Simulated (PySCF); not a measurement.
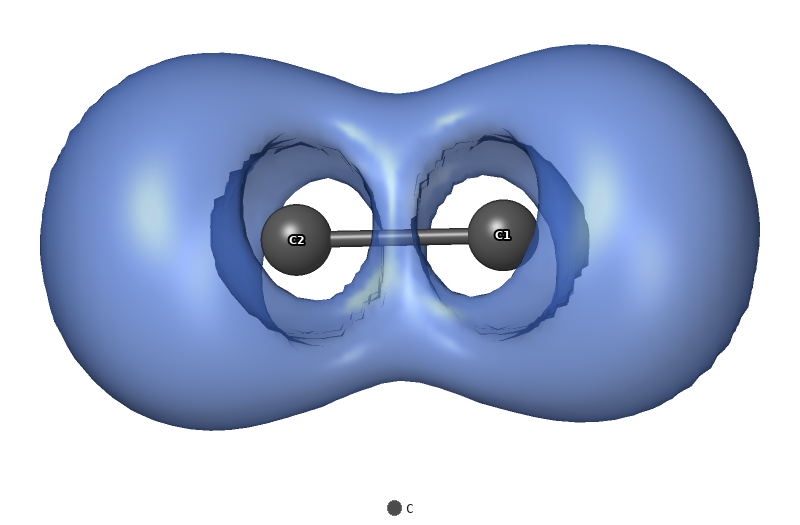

*C$_{2}$ (triplet). Isosurface of the ELF at 0.8 (blue), seen from one side. Core shells and regions of very low density are left out.*

The calculation used PySCF 2.14.0, PBE0/def2-TZVP, non-relativistic Hamiltonian with scalar-relativistic core potentials where named, at a bond length of 1.304 Å.

```xyz
2

C     0.0000    0.0000   -0.6520
C     0.0000    0.0000    0.6520
```

### Describe the localisation domains.

The ELF exceeds this value in one region between bonded C–C atoms (shared pairs).

Values along the shortest contacts:
C–C (1.30 Å): the ELF peaks at about 0.90 between the atoms; a short, multiple covalent bond.
